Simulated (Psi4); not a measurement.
# N2H3 (SMILES [NH]N): UMP3/def2-TZVP

What is the energy change on altering one bond length of N2H3 at UMP3/def2-TZVP? 

The results are computed with Psi4 1.11.

1 further run of the same task is left out (it didn't finish).

### Step 1. The structure to begin with

The species is N2H3 (5 atoms), meant as a doublet with charge 0. SMILES: `[NH]N`. The shape is that of a PBE0-D4/def2-TZVP optimisation. This is one conformer, not always the lowest.

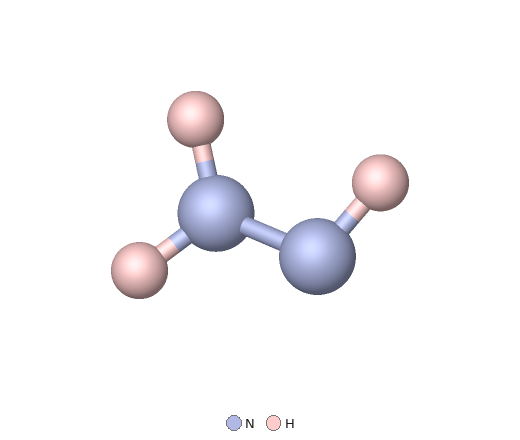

The structure, seen from a chosen angle (nitrogen light blue, hydrogen pink).

### Step 2. The energy at UMP3/def2-TZVP

The input, calc.py:

```python
import psi4

psi4.set_memory('2200 MB')
psi4.set_num_threads(1)
psi4.core.set_output_file('run.log', False)

mol = psi4.geometry("""
0 2
N     -0.35451262    -1.54589046     0.85801125
N     -0.24313216     0.44523837    -0.69626959
H      1.43588950    -1.79797992     1.53307811
H     -1.94821315     1.11928478    -1.20948141
H      1.10994954     1.77932832    -0.48533836
units bohr
symmetry c1
no_reorient
no_com
""")

psi4.set_options({
    'reference': 'uhf',
    'puream': True,
    'e_convergence': 1e-09,
    'd_convergence': 1e-08,
    'scf_type': 'pk',
    'num_frozen_docc': 2,
    'maxiter': 100,
    'mp_type': 'conv',
})

E, wfn = psi4.energy("mp3/def2-TZVP", molecule=mol, return_wfn=True)
print('E =', round(E, 9))
```

On the command line:

```sh
$ python calc.py
```

run.log:

```text
[...]
  Running in c1 symmetry.
[...]
  Nuclear repulsion =   36.727994691660108
[...]
  Multiplicity = 2
[...]
  Nalpha       = 9
  Nbeta        = 8
[...]
    Number of basis functions: 80
[...]
   @UHF iter   1:  -110.54344155350606   -5.95640e-01   4.49820e-03 DIIS/ADIIS
[...]
   @UHF iter  17:  -110.62372762985278   -5.51381e-12   7.13584e-09 DIIS
[...]
   @S^2 Observed:                7.656861237E-01
[...]
    Orbital Energies [Eh]
    ---------------------
    Alpha Occupied:
       1A    -15.595539     2A    -15.587065     3A     -1.311600
       4A     -1.006108     5A     -0.733457     6A     -0.644209
       7A     -0.597803     8A     -0.472898     9A     -0.357364
    Alpha Virtual:
      10A      0.128525    11A      0.164752    12A      0.202674
      13A      0.389420    14A      0.437752    15A      0.469543
      16A      0.520321    17A      0.522291    18A      0.544279
      19A      0.569796    20A      0.602097    21A      0.644317
      22A      0.685806    23A      0.702883    24A      0.775967
      25A      1.061517    26A      1.170772    27A      1.237716
[...]
  @UHF Final Energy:  -110.62372762985278
   => Energetics <=
    Nuclear Repulsion Energy =             36.7279946916601077
    One-Electron Energy =                -222.8236849725462889
    Two-Electron Energy =                  75.4719626510333939
    Total Energy =                       -110.6237276298527803
  UHF NO Occupations:
  HONO-2 :    7  A 1.9973248
  HONO-1 :    8  A 1.9959109
[...]
 Multipole Moments:
 ------------------------------------------------------------------------------------
     Multipole            Electronic (a.u.)      Nuclear  (a.u.)        Total (a.u.)
 ------------------------------------------------------------------------------------
 L = 1.  Multiply by 2.5417464519 to convert [e a0] to [Debye]
 Dipole X            :          4.0696081           -3.5858876            0.4837206
 Dipole Y            :          7.4349994           -6.6039314            0.8310680
 Dipole Z            :         -1.0036353            0.9704500           -0.0331854
 Magnitude           :                                                    0.9621647
[...]
	SCS-MP2 Total Energy (a.u.)        :  -111.00909313154020
	SOS-MP2 Total Energy (a.u.)        :  -111.00692874670169
[...]
	SOS-PI-MP2 Total Energy (a.u.)     :  -111.03640575569007
[...]
	MP2 Total Energy (a.u.)            :  -111.01342190121723
[...]
	SCS-MP3 Total Energy (a.u.)        :  -111.01343259533897
[...]
	MP3 Total Energy (a.u.)            :  -111.03077975641233
[...]
```

Standard output:

```text
E = -111.030779756
```

Wall time 21 s (1 thread of Intel Xeon at 2.50GHz (Skylake/Cascade Lake), shared host); peak memory 0.63 GiB.

### Step 3. The distorted shape at the same level

The input, job.json:

```json
{
  "schema_name": "qcschema_input",
  "schema_version": 1,
  "molecule": {
    "schema_name": "qcschema_molecule",
    "schema_version": 2,
    "symbols": ["N", "N", "H", "H", "H"],
    "geometry": [-0.38793054, -2.14328769, 1.32434086, -0.24313216, 0.44523837, -0.69626959, 1.40247158, -2.39537715, 1.99940772, -1.94821315, 1.11928478, -1.20948141, 1.10994954, 1.77932832, -0.48533836],
    "molecular_charge": 0,
    "molecular_multiplicity": 2,
    "fix_symmetry": "c1",
    "fix_com": true,
    "fix_orientation": true
  },
  "driver": "energy",
  "model": {
    "method": "mp3",
    "basis": "def2-TZVP"
  },
  "keywords": {
    "reference": "uhf",
    "puream": true,
    "e_convergence": 1e-09,
    "d_convergence": 1e-08,
    "scf_type": "pk",
    "num_frozen_docc": 2,
    "maxiter": 100,
    "mp_type": "conv"
  }
}
```

On the command line:

```sh
$ psi4 --qcschema job.json -n 1 --memory 2200MB
```

stdout:

```text
[...]
  Running in c1 symmetry.
[...]
  Nuclear repulsion =   31.325002178916769
[...]
  Multiplicity = 2
[...]
  Nalpha       = 9
  Nbeta        = 8
[...]
    Number of basis functions: 80
[...]
   @UHF iter   1:  -110.47647041140813   -1.15769e+00   3.82226e-03 ADIIS/DIIS
[...]
   @UHF iter  25:  -110.55653007560709   -3.89377e-12   6.13042e-09 DIIS
[...]
   @S^2 Observed:                9.193372049E-01
[...]
    Orbital Energies [Eh]
    ---------------------
    Alpha Occupied:
       1A    -15.647744     2A    -15.574557     3A     -1.188290
       4A     -1.048106     5A     -0.667360     6A     -0.590533
       7A     -0.556474     8A     -0.503147     9A     -0.391198
    Alpha Virtual:
      10A      0.123784    11A      0.138910    12A      0.205559
      13A      0.240529    14A      0.465578    15A      0.471736
      16A      0.477036    17A      0.505435    18A      0.532128
      19A      0.550895    20A      0.601241    21A      0.646326
      22A      0.673110    23A      0.705142    24A      0.725027
      25A      1.079022    26A      1.093205    27A      1.184203
[...]
  @UHF Final Energy:  -110.55653007560709
   => Energetics <=
    Nuclear Repulsion Energy =             31.3250021789167690
    One-Electron Energy =                -212.1726715608447194
    Two-Electron Energy =                  70.2911393063208578
    Total Energy =                       -110.5565300756070855
  UHF NO Occupations:
  HONO-2 :    7  A 1.9968789
  HONO-1 :    8  A 1.9174661
[...]
 Multipole Moments:
 ------------------------------------------------------------------------------------
     Multipole            Electronic (a.u.)      Nuclear  (a.u.)        Total (a.u.)
 ------------------------------------------------------------------------------------
 L = 1.  Multiply by 2.5417464519 to convert [e a0] to [Debye]
 Dipole X            :          4.3308253           -3.8532309            0.4775943
 Dipole Y            :         11.9227572          -11.3831093            0.5396479
 Dipole Z            :         -4.4841068            4.7010868            0.2169800
 Magnitude           :                                                    0.7525932
[...]
	SCS-MP2 Total Energy (a.u.)        :  -110.93244422347497
	SOS-MP2 Total Energy (a.u.)        :  -110.93125663328421
[...]
	SOS-PI-MP2 Total Energy (a.u.)     :  -110.96008175310551
[...]
	MP2 Total Energy (a.u.)            :  -110.93481940385649
[...]
	SCS-MP3 Total Energy (a.u.)        :  -110.93796179451715
[...]
	MP3 Total Energy (a.u.)            :  -110.95688968802517
[...]
```

The result, in JSON:

```text
{
 "driver": "energy",
 "model": {
  "method": "mp3",
  "basis": "def2-TZVP"
 },
 "success": true,
 "return_result": -110.95688968802517,
 "properties": {
  "calcinfo_nbasis": 80,
  "calcinfo_nmo": 80,
  "calcinfo_nalpha": 9,
  "calcinfo_nbeta": 8,
  "calcinfo_natom": 5,
  "nuclear_repulsion_energy": 31.32500217891677,
  "return_energy": -110.95688968802517,
  "scf_one_electron_energy": -212.17267156084472,
  "scf_two_electron_energy": 70.29113930632086,
  "scf_dipole_moment": [0.4775943295575438, 0.5396479230330318, 0.21698001178334092],
  "scf_total_energy": -110.55653007560709,
  "scf_iterations": 25,
  "mp2_same_spin_correlation_energy": -0.09003813003624264,
  "mp2_opposite_spin_correlation_energy": -0.28825119821316675,
  "mp2_singles_energy": 0.0,
  "mp2_doubles_energy": -0.37828932824940936,
  "mp2_correlation_energy": -0.37828932824940864,
  "mp2_total_energy": -110.9348194038565
 }
}
```

Wall time 20 s (1 thread of Intel Xeon at 2.50GHz (Skylake/Cascade Lake), shared host); peak memory 0.63 GiB.

### Step 4. Results

At UMP3/def2-TZVP, 2 core orbitals frozen:

| quantity | value |
| --- | --- |
| first shape: total energy | -111.03078 Eh |
| first shape: HOMO energy (Hartree–Fock orbitals) (highest over α and β) | -9.72 eV |
| first shape: LUMO energy (Hartree–Fock orbitals) (lowest over α and β) | 3.50 eV |
| first shape: correlation energy (2 core orbitals frozen) | -407.1 mEh |
| first shape: ⟨S²⟩ of the reference determinant | 0.766 |
| distorted shape: total energy | -110.95689 Eh |
| distorted shape: HOMO energy (Hartree–Fock orbitals) (highest over α and β) | -10.65 eV |
| distorted shape: LUMO energy (Hartree–Fock orbitals) (lowest over α and β) | 3.37 eV |
| distorted shape: correlation energy (2 core orbitals frozen) | -400.4 mEh |
| distorted shape: ⟨S²⟩ of the reference determinant | 0.919 |
| energy change with the N1–N2 bond stretched from 1.338 to 1.739 Å | 2.011 eV |

With the N1–N2 bond stretched from 1.338 to 1.739 Å the energy rises by 2.01 eV (46 kcal/mol). The first shape isn't relaxed at this level, so the change isn't measured from a minimum. ⟨S²⟩ (distorted shape) is 0.92 where a pure doublet has 0.75: the reference is spin-contaminated.
